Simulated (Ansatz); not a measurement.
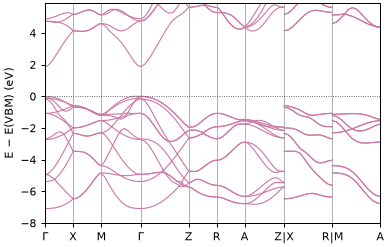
Fig. 1. Band structure from PBEsol (plane waves, PAW; program Ansatz)

Task: Read off the gap and where the band edges lie.

Result: About 1.9 eV (1.87 eV by a search for the band edges); maximum on the M–Γ line, 89 % of the way from M, minimum at Γ.

The material is GaN in space group P4_2/mnm (No. 136; Ga on 4g, N on 4f).

The start of the workflow was typed in or built on a structure type; neither database checked (COD, Materials Project) lists it. It is not the phase usual at ambient conditions (space group No. 186, 216). The PBEsol relaxation kept the symmetry of its start; phonons on a q-mesh show no instability. Spin–orbit coupling is left out wherever it is not named.

Potentials: the later of the program's two PAW sets.
